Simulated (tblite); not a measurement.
**C2H9F2SSi2 (charge +1): relaxed scan**

- system: C2H9F2SSi2, charge +1
- method: GFN2-xTB relaxed scan under a harmonic restraint, gas phase (tblite 0.8.0)

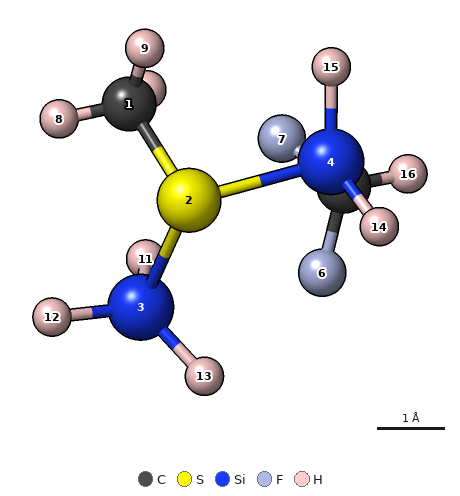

Fig. 1: The structure as given in the input (ball-and-stick view, seen at a tilt; atoms are numbered from 1 in the order of the input). Bond lengths as drawn: C–F 1.36 to 1.37 Å, C–H 1.08 to 1.10 Å, C–S 1.82 Å, C–Si 1.95 Å, H–Si 1.45 to 1.46 Å and S–Si 2.26 to 2.33 Å.

**Results in brief**

- outcome: converged
- hardware: 1 CPU thread, shared host
- wall time: 7.4 s
- peak memory: 0.19 GiB

**Input file**
```
{"job": {"xc": "GFN2-xTB", "basis": "xTB", "coordinate": [["t", [3, 0, 2, 1], 0.3333333333333333], ["t", [0, 2, 3, 1], 0.3333333333333333], ["t", [2, 3, 0, 1], 0.3333333333333333]], "kind": "drive"}, "charge": 1, "multiplicity": 1}
C     -0.011217     1.546702     1.355098
S     -0.673057    -0.143281     1.177386
Si    -2.100191     0.155144    -0.641245
Si     1.167688    -1.317754     0.613797
C      1.338498    -0.912958    -1.286794
F      0.172589    -1.268745    -1.903365
F      1.429357     0.436994    -1.434160
H     -0.852832     2.200521     1.560652
H      0.666520     1.556505     2.202670
H      0.498957     1.858802     0.449988
H     -1.275422     0.971687    -1.518367
H     -3.141446     0.878537     0.077638
H     -2.354775    -1.235090    -0.971148
H      0.732975    -2.689853     0.794770
H      2.229784    -0.661178     1.357289
H      2.164972    -1.367090    -1.845620
```

The first line tells a small driver script what to run in tblite; the rest is the geometry in Å.

Launched with:
```bash
OMP_NUM_THREADS=1 python <driver script> task.json out
```

**Log**
```
point  coordinate     E/eV
  0     31.200     -670.62254
  1     15.800     -670.44525
  2      0.100     -670.36985
  3    -15.800     -670.44988
  4    -30.600     -670.60550
  5    -41.600     -670.67198
  6    -50.100     -670.55566
```
